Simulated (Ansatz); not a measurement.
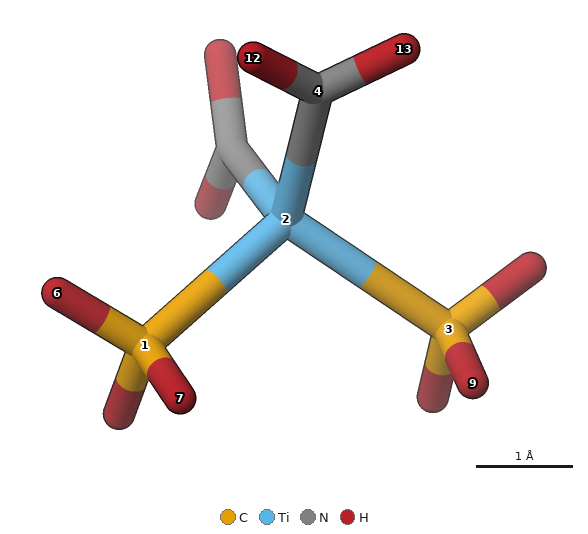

Fig. 1: The input geometry (stick view, seen at a tilt; atoms are numbered from 1 in the order of the input). Sticks mark near contacts. Bond lengths as drawn: C–H 1.10 Å, C–Ti 2.08 Å, H–N 1.01 Å and N–Ti 1.88 Å.

## Single-point calculation of C$_{2}$H$_{10}$N$_{2}$Ti

- system: C$_{2}$H$_{10}$N$_{2}$Ti
- method: RKS PBE0-D4/def2-TZVPP (Ansatz 0.2.0)

The geometry comes from this level: PBE0-D4/def2-TZVP.

Output
```
Functional definition: PBE0
  name "PBE0"
  cite "Adamo & Barone, J. Chem. Phys. 110, 6158 (1999) doi:10.1063/1.478522"
  cite "Perdew, Burke & Ernzerhof, Phys. Rev. Lett. 77, 3865 (1996) doi:10.1103/PhysRevLett.77.3865"
  parent pbe
  parameter a = 0.25
  parameter kappa = 0.804
  parameter beta = 0.06672455060314922
  exchange = (1 - a)*pbe_x(kappa = kappa, mu = beta*pi^2/3) + a*exact_x
  correlation = pbe_c(beta = beta)
1772 factors; their error is unknown
mean field evaluation 1: about -28299.2637 eV, gradient 1.1e2 eV
mean field evaluation 2: about -28063.7537 eV, gradient 4.2e2 eV
mean field evaluation 4: about -28320.8083 eV, gradient 4.2e1 eV
mean field evaluation 8: about -28324.1626 eV, gradient 2.8e-1 eV
mean field evaluation 16: about -28324.2802 eV, gradient 3.8e-4 eV
mean field -28324.28019407 eV, -1040.8980982453 hartree, gradient 7.9e-5 eV, S^2 0.000000; 0 other end points of the search recorded, 0 dependent functions left out
reference -28324.28023452 eV, -1040.8980997319 hartree; 29, 29 occupied and 299, 299 virtual orbitals, 1772 factors
Total energy: -28324.54727567 eV, -1040.9079133133 hartree
```

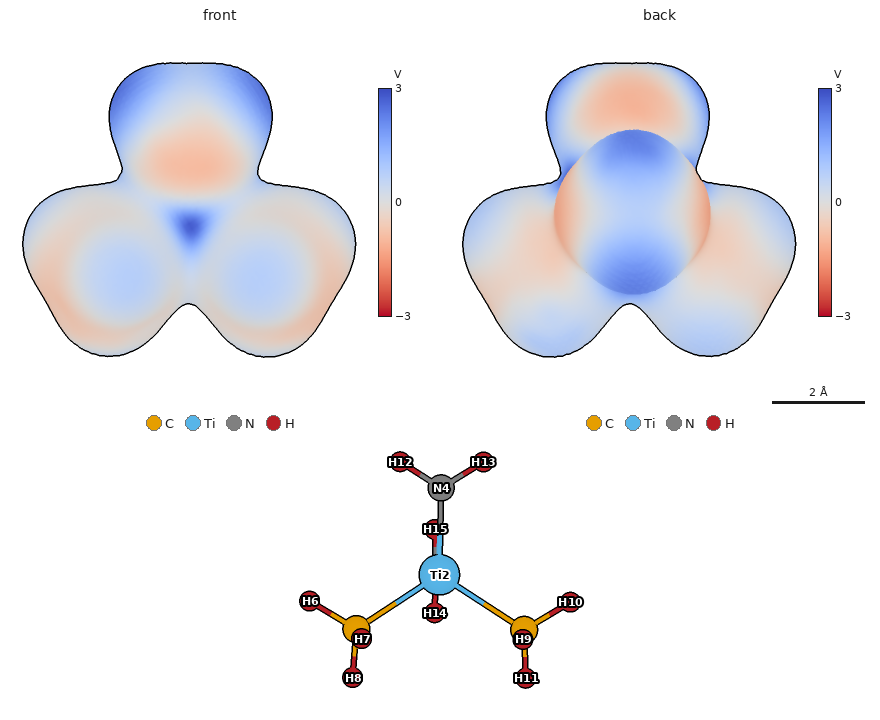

Fig. 2: The molecular electrostatic potential painted on the density surface at 0.004 e/bohr³, seen at a tilt and from behind; the colour scale runs from red (negative) to blue (positive). The bare structure is drawn below in the same view.

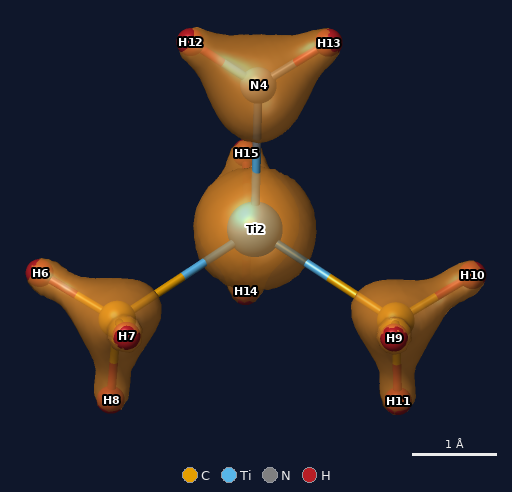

Fig. 3: Isosurface of the electron density at 1.5 e/Å³ (orange), seen at a tilt. At this value the surface falls into five separate pieces. It is pinched off along the Ti–N (1.88 Å) and C–Ti (2.08 Å) contacts. On the grid the lowest density along these lines, outside the cores, is 0.94 e/Å³ (Ti–N, 1.88 Å), 0.76 e/Å³ (C–Ti, 2.08 Å), 2.3 e/Å³ (N–H, 1.01 Å) and 1.8 e/Å³ (C–H, 1.10 Å).

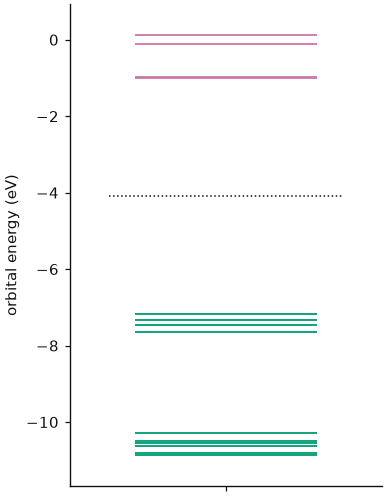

Fig. 4: Orbital energies near the frontier; the dotted line parts filled from empty levels, and levels within 0.02 eV of each other stand side by side. Highest filled −7.17 eV, lowest empty −0.99 eV, 6.18 eV apart.

This output came from the following input.

The input
```yaml
crystal:
  periodic: [false, false, false]
  atoms:
    - {symbol: C, position_ang: [-1.849095, 0.147381, 0.567967]}
    - {symbol: Ti, position_ang: [0.118545, 0.194260, -0.093480]}
    - {symbol: C, position_ang: [0.965647, -1.631278, 0.417382]}
    - {symbol: N, position_ang: [1.064247, 1.628133, 0.673948]}
    - {symbol: N, position_ang: [0.097204, 0.318909, -1.971309]}
    - {symbol: H, position_ang: [-2.341653, 1.112200, 0.406333]}
    - {symbol: H, position_ang: [-1.860710, -0.079752, 1.640499]}
    - {symbol: H, position_ang: [-2.423753, -0.621874, 0.041317]}
    - {symbol: H, position_ang: [0.843266, -1.792231, 1.494940]}
    - {symbol: H, position_ang: [2.034111, -1.650163, 0.177212]}
    - {symbol: H, position_ang: [0.480675, -2.455269, -0.116659]}
    - {symbol: H, position_ang: [0.650079, 2.496347, 0.986443]}
    - {symbol: H, position_ang: [2.048069, 1.615905, 0.908260]}
    - {symbol: H, position_ang: [-0.365395, -0.366198, -2.555083]}
    - {symbol: H, position_ang: [0.516666, 1.032831, -2.548566]}
basis:
  gaussian: {orbitals: def2-TZVPP}
hamiltonian: {xc: pbe0, dispersion: d4}
output: {orbitals: {seedname: orbitals}}
```

Command:
```bash
ansatz run in.yaml --threads 4 --pin off --events-out ev --progress --plain --max-ram 11315MiB
```

Key numbers

```json
{"quantity": "outcome", "value": "converged"}
{"quantity": "total energy", "value": "−28324.5473 eV"}
{"quantity": "mean-field energy", "value": "−28324.2802 eV"}
{"quantity": "dispersion energy", "value": "−0.2670 eV"}
{"quantity": "SCF solution under orbital rotations", "value": "stable"}
{"quantity": "HOMO", "value": "−7.17 eV"}
{"quantity": "LUMO", "value": "−0.99 eV"}
{"quantity": "hardware", "value": "4 threads of Arm Neoverse V2, 23 GiB of memory available, shared host"}
{"quantity": "wall time", "value": "5.5 s (CPU time 20 s)"}
{"quantity": "peak memory", "value": "1 GiB"}
```
